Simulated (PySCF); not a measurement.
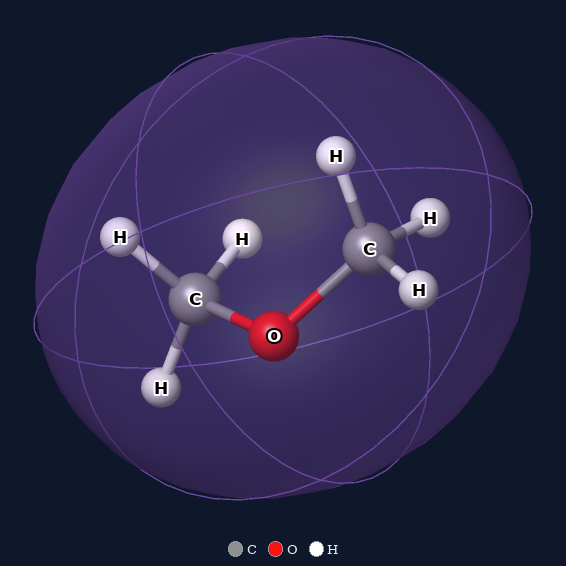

The ellipsoid shows the static dipole polarisability: its half-axes are proportional to the principal values. Geometry: a frame of a GFN2-xTB molecular-dynamics simulation, not a minimum. Level of theory: PBE0/def2-SVPD (PySCF 2.14.0).

Give the principal values, the mean and the anisotropy.

Principal values 29.9, 30.9, 36.8 bohr³; mean 32.6 bohr³ (4.82 Å³); anisotropy 6.4 bohr³, so the longest axis is 1.23 times the shortest.
